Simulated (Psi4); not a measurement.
# AlH2SeF (SMILES [F][AlH][SeH]) at HF/aug-cc-pVDZ

What is the vertical electron affinity of AlH2SeF at HF/aug-cc-pVDZ? 

The results are computed with Psi4 1.11.

2 further runs of the same task are left out: 2 set aside as unsound or not needed.

### 1 Starting point

AlH2SeF: 5 atoms, total charge 0, spin state singlet. As SMILES, `[F][AlH][SeH]`. Geometry: relaxed at PBE0-D4/def2-TZVP. This is one conformer, not always the lowest.

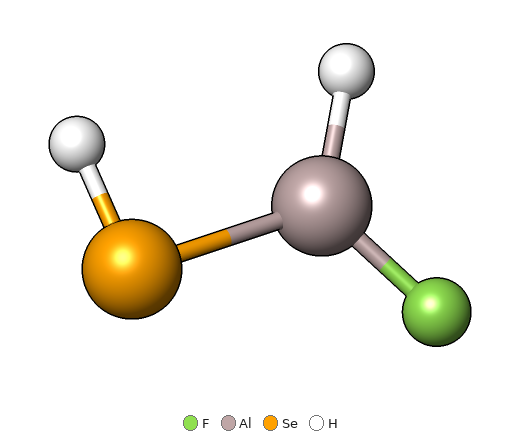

The structure, seen from a chosen angle (fluorine green, aluminium light grey, selenium orange, hydrogen white).

### 2 Energy and gradient at HF/aug-cc-pVDZ

calc.in

```
memory 1600 MB

molecule mol {
  F     -1.154600    -0.647600     1.724100
  Al    -0.330700    -0.470300     0.309600
  Se     0.629700     1.591800    -0.043100
  H     -0.243500    -1.674600    -0.694100
  H      1.148900     1.127100    -1.337900
  symmetry c1
  no_reorient
  no_com
}

set {
  puream        true
  e_convergence 1e-09
  d_convergence 1e-08
  scf_type      pk
}

e_tot, wfn = gradient('scf/aug-cc-pVDZ', return_wfn=True)
oeprop(wfn, 'WIBERG_LOWDIN_INDICES', 'LOWDIN_CHARGES', 'MULLIKEN_CHARGES')
```

Command:

```
$ psi4 calc.in calc.out -n 1
```

calc.out:

```text
[...]
  Running in c1 symmetry.
[...]
  Nuclear repulsion =  214.703446955199809
[...]
  Multiplicity = 1
[...]
  Nalpha       = 29
  Nbeta        = 29
[...]
    Number of basis functions: 104
[...]
   @RHF iter   1: -2742.09849710923663   -3.28212e+00   9.20440e-03 ADIIS/DIIS
[...]
   @RHF iter  11: -2742.46925200576470   -5.13865e-11   9.18316e-09 DIIS
[...]
    Orbital Energies [Eh]
    ---------------------
    Doubly Occupied:
       1A   -460.888319     2A    -60.686718     3A    -58.533765
       4A    -54.289149     5A    -54.288609     6A    -54.288325
       7A    -26.273572     8A     -8.928253     9A     -6.662555
      10A     -6.659366    11A     -6.656069    12A     -4.944776
      13A     -3.260268    14A     -3.259147    15A     -3.257682
      16A     -2.646082    17A     -2.643780    18A     -2.640250
      19A     -2.636379    20A     -2.636311    21A     -1.551905
      22A     -0.922083    23A     -0.687022    24A     -0.633348
      25A     -0.628544    26A     -0.527039    27A     -0.518150
      28A     -0.421353    29A     -0.372302
[...]
  @RHF Final Energy: -2742.46925200576470
   => Energetics <=
    Nuclear Repulsion Energy =            214.7034469551998086
    One-Electron Energy =               -4249.6631561748663444
    Two-Electron Energy =                1292.4904572139016636
    Total Energy =                      -2742.4692520057647016
[...]
 Multipole Moments:
 ------------------------------------------------------------------------------------
     Multipole            Electronic (a.u.)      Nuclear  (a.u.)        Total (a.u.)
 ------------------------------------------------------------------------------------
 L = 1.  Multiply by 2.5417464519 to convert [e a0] to [Debye]
 Dipole X            :        -14.1284685           14.4085948            0.2801263
 Dipole Y            :        -78.8740536           78.6719442           -0.2021093
 Dipole Z            :        -30.9838880           30.3193329           -0.6645551
 Magnitude           :                                                    0.7489676
[...]
  -Total Gradient:
     Atom            X                  Y                   Z
    ------   -----------------  -----------------  -----------------
       1        0.002128311285     0.000610930824    -0.003544722111
       2        0.001591515352     0.006422203864     0.001500702030
       3       -0.003922946434    -0.002397152142     0.005660132056
       4       -0.000036538159    -0.001167002036    -0.000739629382
       5        0.000239657923    -0.003468980269    -0.002876482591
[...]
  Mulliken Charges: (a.u.)
   Center  Symbol    Alpha    Beta     Spin     Total
       1     F     4.88810  4.88810  0.00000 -0.77619
       2    AL     5.96516  5.96516  0.00000  1.06969
       3    SE    17.18070 17.18070  0.00000 -0.36140
       4     H     0.50275  0.50275  0.00000 -0.00549
       5     H     0.46330  0.46330  0.00000  0.07340
   Total alpha = 29.00000, Total beta = 29.00000, Total charge = -0.00000
  Lowdin Charges: (a.u.)
   Center  Symbol    Alpha    Beta     Spin     Total
       1     F     4.74584  4.74584  0.00000 -0.49169
[...]
```

Wall time 46 s (1 thread of Intel Xeon 6975P-C (Granite Rapids), shared host); peak memory 0.64 GiB.

### 3 The doublet anion: a single-point energy at UHF/aug-cc-pVDZ

input.dat

```
memory 1600 mb

molecule {
  -1 2
  F     -2.18187778    -1.22378664     3.25807681
  Al    -0.62493243    -0.88873820     0.58505921
  Se     1.18996054     3.00806605    -0.08144720
  H     -0.46014831    -3.16453537    -1.31165890
  H      2.17110634     2.12991032    -2.52826458
  units au
  symmetry c1
  no_reorient
  no_com
}

set basis aug-cc-pVDZ
set reference uhf
set puream true
set e_convergence 1e-09
set d_convergence 1e-08
set scf_type pk
set maxiter 200

result, w = energy('hf', return_wfn=True)
oeprop(w, 'WIBERG_LOWDIN_INDICES', 'QUADRUPOLE', 'MULLIKEN_CHARGES')
```

Command:

```
$ psi4 input.dat output.dat -n 1
```

output.dat, shortened:

```text
[...]
  Running in c1 symmetry.
[...]
  Nuclear repulsion =  214.703446919320470
[...]
  Multiplicity = 2
[...]
  Nalpha       = 30
  Nbeta        = 29
[...]
    Number of basis functions: 104
[...]
   @UHF iter   1: -2742.04205529669298   -3.22568e+00   9.30538e-03 DIIS/ADIIS
[...]
   @UHF iter  24: -2742.44385891015418    5.41149e-11   6.98528e-09 DIIS
[...]
   @S^2 Observed:                7.528611790E-01
[...]
  @UHF Final Energy: -2742.44385891015418
   => Energetics <=
    Nuclear Repulsion Energy =            214.7034469193204700
    One-Electron Energy =               -4257.5444550041811453
    Two-Electron Energy =                1300.3971491747065556
    Total Energy =                      -2742.4438589101541766
  UHF NO Occupations:
  HONO-2 :   28  A 1.9998634
  HONO-1 :   29  A 1.9987665
[...]
 Multipole Moments:
 ------------------------------------------------------------------------------------
     Multipole            Electronic (a.u.)      Nuclear  (a.u.)        Total (a.u.)
 ------------------------------------------------------------------------------------
 L = 1.  Multiply by 2.5417464519 to convert [e a0] to [Debye]
 Dipole X            :        -13.4844995           14.4085948            0.9240953
 Dipole Y            :        -77.4087367           78.6719443            1.2632076
 Dipole Z            :        -31.2653068           30.3193327           -0.9459740
 Magnitude           :                                                    1.8288008
 L = 2.  Multiply by 1.3450342976 to convert [e a0^2] to [Debye ang]
 Quadrupole XX       :       -162.5855185          100.9919890          -61.5935295
 Quadrupole XY       :       -154.1378315          159.0343271            4.8964956
[...]
  Mulliken Charges: (a.u.)
   Center  Symbol    Alpha    Beta     Spin     Total
       1     F     4.87419  4.89756 -0.02337 -0.77175
       2    AL     7.14348  5.88555  1.25793 -0.02902
       3    SE    17.06309 17.21011 -0.14702 -0.27321
       4     H     0.44628  0.52461 -0.07833  0.02911
       5     H     0.47295  0.48217 -0.00922  0.04488
   Total alpha = 30.00000, Total beta = 29.00000, Total charge = -1.00000
  Wiberg Bond Indices using Orthogonal Lowdin Orbitals:
  Total Bond Index:
[...]
```

It took 14 s on 1 thread of Intel Xeon 6975P-C (Granite Rapids), shared host; peak memory 0.63 GiB.

### 4 Results

Level: HF/aug-cc-pVDZ.

```
                                         quantity           value
                    singlet AlH2SeF: total energy  -2742.46925 Eh
                   singlet AlH2SeF: dipole moment          1.90 D
                     singlet AlH2SeF: HOMO energy       -10.13 eV
                     singlet AlH2SeF: LUMO energy         0.75 eV
                   singlet AlH2SeF: HOMO–LUMO gap        10.88 eV
        singlet AlH2SeF: largest force on an atom      0.375 eV/Å
                      doublet anion: total energy  -2742.44386 Eh
doublet anion: HOMO energy (highest over α and β)         0.61 eV
 doublet anion: LUMO energy (lowest over α and β)         3.11 eV
                              doublet anion: ⟨S²⟩           0.753
vertical electron affinity (to the doublet anion)       -0.691 eV
```

The anion lies 0.69 eV (66.7 kJ/mol) above the neutral: the electron isn't bound at this level, and such a value depends on the basis. Hartree–Fock misses the correlation that binds many anions. The largest force (singlet AlH2SeF) is 0.37 eV/Å: the shape isn't a stationary point for this species at this level. Mulliken charges (doublet anion) run from -0.77 on F1 to +0.04 on H5; in a basis this large or diffuse they mean little. The HOMO (doublet anion) lies at positive energy, 0.61 eV: the electron is unbound at this level or held by a compact basis; values depend on the basis.
